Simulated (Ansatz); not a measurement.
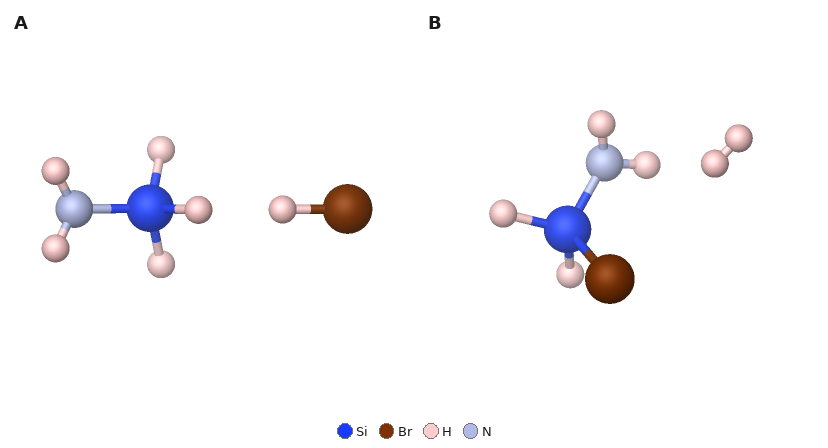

2 stationary structures of one formula. Geometries: PBE0-D4/def2-TZVP. Electronic energies: CCSD(T)/CBS (MP2 limit from def2-TZVPP and def2-QZVPP plus CCSD(T) − MP2) (Ansatz 0.2.0), without zero-point energy. No frequency run is at hand to confirm each as a minimum. Each is one conformer, not always the lowest.

**Rank them by energy, lowest first.**

B is lowest; A lies 21.5 kcal/mol above it (a minimum).

Give E(B) − E(A) in kcal/mol at these levels too: BLYP-D4/def2-TZVPP; RHF/STO-3G; r2SCAN0-D4/def2-TZVPP; RHF-CCSD(T) (frozen core)/def2-SVP; PBE-D4/def2-SVP; ωB97X-V/def2-TZVPP; CCSD(T)/CBS (MP2 limit from def2-TZVPP and def2-QZVPP plus CCSD(T) − MP2); B3LYP-D4/def2-TZVPP.

```json
{"level": "BLYP-D4/def2-TZVPP", "E(B) − E(A) (kcal/mol)": "−20.1"}
{"level": "RHF/STO-3G", "E(B) − E(A) (kcal/mol)": "−25.8"}
{"level": "r2SCAN0-D4/def2-TZVPP", "E(B) − E(A) (kcal/mol)": "−21.7"}
{"level": "RHF-CCSD(T) (frozen core)/def2-SVP", "E(B) − E(A) (kcal/mol)": "−17.2"}
{"level": "PBE-D4/def2-SVP", "E(B) − E(A) (kcal/mol)": "−19.0"}
{"level": "ωB97X-V/def2-TZVPP", "E(B) − E(A) (kcal/mol)": "−20.6"}
{"level": "CCSD(T)/CBS (MP2 limit from def2-TZVPP and def2-QZVPP plus CCSD(T) − MP2)", "E(B) − E(A) (kcal/mol)": "−21.5"}
{"level": "B3LYP-D4/def2-TZVPP", "E(B) − E(A) (kcal/mol)": "−20.2"}
```
